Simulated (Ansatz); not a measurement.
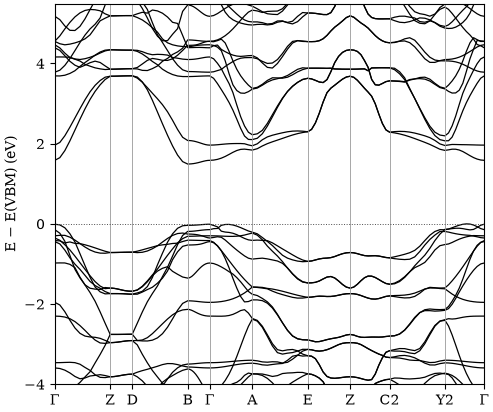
Figure: Band structure from r²SCAN in the plane-wave PAW code Ansatz

The gap is 1.49 eV; an edge lies off the plotted path or next to a special point (maximum off the standard path, minimum at B).

The material is ZrS₃ in space group P2_1/m (No. 11; Zr on 2e, S on 2e, S on 2e, S on 2e).

The workflow started from a Materials Project entry (that database holds measured and hypothetical structures alike); the Crystallography Open Database copy checked does not list it. Whether it is the stable phase at ambient conditions was not checked. Symmetry was held in the r²SCAN relaxation; its stability against distortions is not shown here. No spin polarisation was allowed. A crystal of weakly bound layers computed without a dispersion correction: the cell and the soft elastic constants depend strongly on that. Spin–orbit coupling is left out wherever it is not named.

Potentials: the earlier of the program's two PAW sets.
